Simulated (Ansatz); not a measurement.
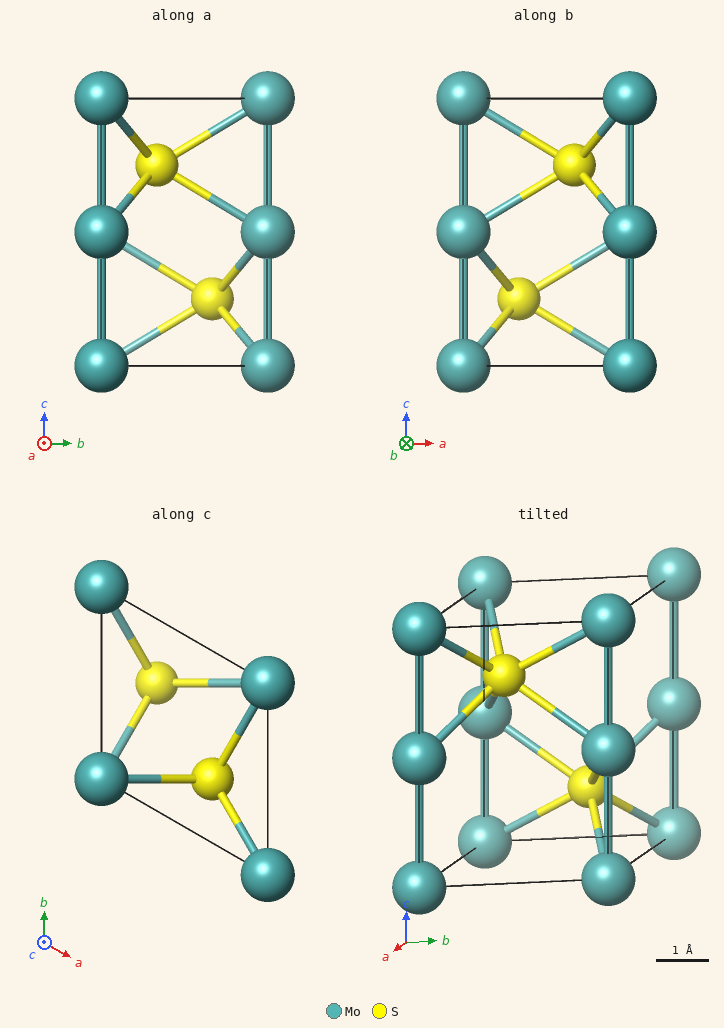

We look at a ball-and-stick model of the crystal along the a axis, along the b axis, along the c axis and slightly off an axis. Atoms at the boundary of the conventional unit cell (the box) are drawn once for each face, edge or corner they touch.

Lattice parameters: a = 3.7418 Å, b = 3.7418 Å, c = 5.2106 Å, α = 90.000°, β = 90.000°, γ = 120.000°.

### Convert the drawing into a CIF in P1 with every atom of the cell.

```cif
data_structure
_symmetry_space_group_name_H-M 'P 1'
_symmetry_Int_Tables_number 1
_cell_length_a 3.7418
_cell_length_b 3.7418
_cell_length_c 5.2106
_cell_angle_alpha 90.000
_cell_angle_beta 90.000
_cell_angle_gamma 120.000
_cell_volume 63.18
loop_
_atom_site_label
_atom_site_type_symbol
_atom_site_fract_x
_atom_site_fract_y
_atom_site_fract_z
_atom_site_occupancy
Mo1 Mo 0.0000 0.0000 0.0000 1
Mo2 Mo 0.0000 0.0000 0.5000 1
S1 S 0.3333 0.6667 0.2500 1
S2 S 0.6667 0.3333 0.7500 1
```

The structure comes from a structure type filled with these elements by a generator (whether the compound takes this form wasn't checked). Earlier steps of the study, as a rule a relaxation of our own, may have changed the cell and positions, so they can lie some per cent off the listed ones. It was the input of a calculation with Ansatz.
